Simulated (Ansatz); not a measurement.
# A ladder of methods for [InH4]− (SMILES [H][In-]([H])([H])[H])

The species is [InH4]− (5 atoms), meant as a singlet with charge -1. SMILES: `[H][In-]([H])([H])[H]`. Geometry: a GFN2-xTB relaxation, a rough one for these elements and not checked as a minimum.

```xyz
5

In    0.0000    0.0000    0.0000
H     0.5606   -0.0313    1.2846
H     1.4005   -0.0174    0.0626
H    -0.9720    0.7656   -0.6592
H    -0.9891   -0.7169   -0.6880
```

Each level gives the energy change with the In1–H5 bond stretched from 1.402 to 3.505 Å (eV). The values are calculated.

| level | kind | program | value (eV) | less FCI/STO-3G |
| --- | --- | --- | --- | --- |
| HF/STO-3G (restricted) | Hartree–Fock | Ansatz | 4.17 | +1.66 |
| SVWN5/STO-3G (restricted) | LDA | Ansatz | 3.85 | +1.34 |
| BLYP/STO-3G (restricted) | GGA | Ansatz | 3.07 | +0.56 |
| BHLYP/STO-3G (restricted) | global hybrid | Ansatz | 3.93 | +1.42 |
| PBE0/STO-3G (restricted) | global hybrid | Ansatz | 3.70 | +1.19 |
| CAM-B3LYP/STO-3G (restricted) | range-separated hybrid | Ansatz | 4.05 | +1.54 |
| RPA@PBE/STO-3G (restricted) | RPA | Ansatz | 2.37 | -0.14 |
| CCSDT(Q)/STO-3G (restricted) | coupled cluster or CI | Ansatz | 2.50 | -0.01 |
| FCI/STO-3G | exact in the basis | Ansatz | 2.51 | 0.00 |

FCI/STO-3G is exact within its basis and frozen core, so for wave-function methods in that basis the difference is their error; functionals converge differently with the basis, so for them it is only a difference. A spin-restricted reference rises too steeply as a bond breaks; here HF/STO-3G, SVWN5/STO-3G, BLYP/STO-3G, BHLYP/STO-3G, PBE0/STO-3G, CAM-B3LYP/STO-3G lie well above the multireference or unrestricted value. All-electron rows without a relativistic Hamiltonian named are non-relativistic. Sets without diffuse functions describe the anion poorly. The first shape isn't each level's own minimum. The values span 2.37 to 4.17 eV. All rows use very small basis sets, so none should be taken for the real molecule's value. In the correlated wave-function rows the outer d shell of In is correlated, in sets not made for it.

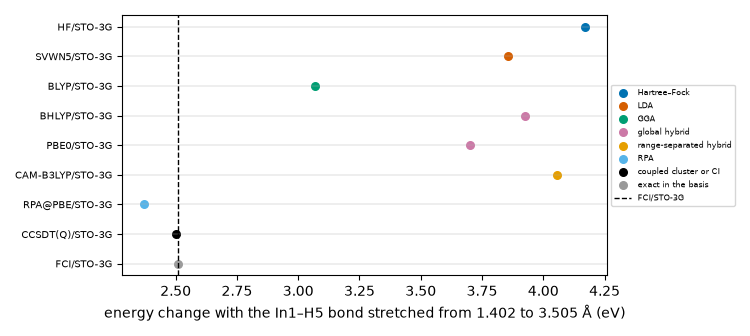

The values of the table, level by level.
